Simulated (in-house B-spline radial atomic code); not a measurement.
## Mg⁵⁺: RPA and GW calculation

System: Mg⁵⁺, configuration [He] 2s2 2p3.
Method: RPA, second-order and SOSEX correlation energies and G0W0 (contour deformation) on a non-relativistic mean field, all electrons, B-spline basis (in-house B-spline radial atomic code).

Results in brief:

```
                                                                   quantity                      value
                                                                    outcome                  converged
                                                    mean-field total energy         −186.97735 hartree
                                     total energy with exact exchange alone         −186.86155 hartree
                                                      exact exchange energy          −13.05867 hartree
RPA correlation, extrapolated in the angular momentum of the empty orbitals           −0.36178 hartree
                                                 RPA correlation, as summed           −0.36048 hartree
                                                   direct second-order term           −0.39950 hartree
                                                 second-order exchange term            0.18788 hartree
                                                                 SOSEX term            0.17177 hartree
                                                                   hardware  1 CPU thread, shared host
                                                                  wall time                      1.2 s
```

Notes:

Caveats: relativity is absent.

Input file:
```
Z = 12
electrons = 7.0
configuration = [He] 2s2 2p3
hamiltonian = nr
method = lc_wpbe
lmax = 9
spin_polarised = True
box_radius = 10.43
intervals = 46
```

Launched within a batch (the task file carries these settings):
```bash
python <driver script> task.json out
```

The program writes its results to a structured record and prints no log; tables and figures of this report are taken from that record.

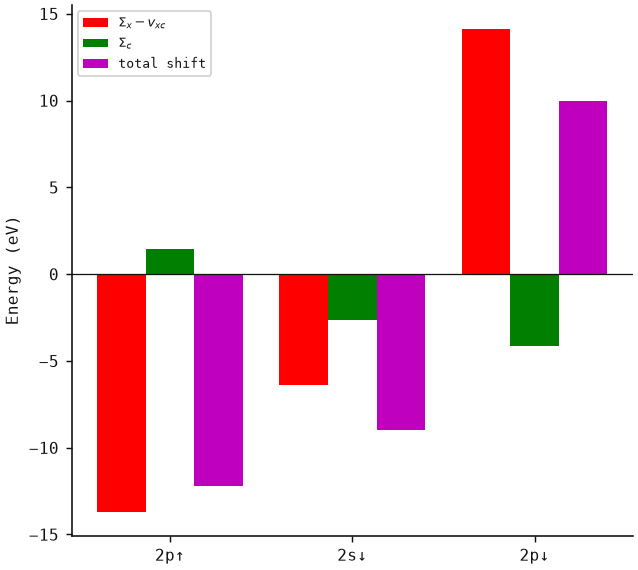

**Figure 1.** Parts of the G₀W₀ correction to each level for Mg⁵⁺ ([He] 2s² 2p³). All-electron spherical atom, non-relativistic, LC-wPBE start, no spin-orbit coupling, Breit or QED terms; computed with a B-spline radial code. The quasi-particle equation is solved at full frequency; levels of low quasi-particle weight Z are left out. Σ columns are in eV, and Σc holds an estimate for the angular momenta beyond the basis. G₀W₀ moves the highest occupied level, 2p↑, from −174.69 to −186.91 eV (renormalisation factor Z = 0.97). The empty level 2p↓ goes from −151.19 to −141.20 eV.

| Level | Mean field (eV) | Σx − vxc (eV) | Σc (eV) | Z | G₀W₀ (eV) |
| --- | --- | --- | --- | --- | --- |
| 2p↑ | −174.69 | −13.68 | 1.46 | 0.97 | −186.91 |
| 2s↓ | −193.45 | −6.37 | −2.62 | 0.97 | −202.44 |
| 2p↓ | −151.19 | 14.13 | −4.14 | 0.98 | −141.20 |
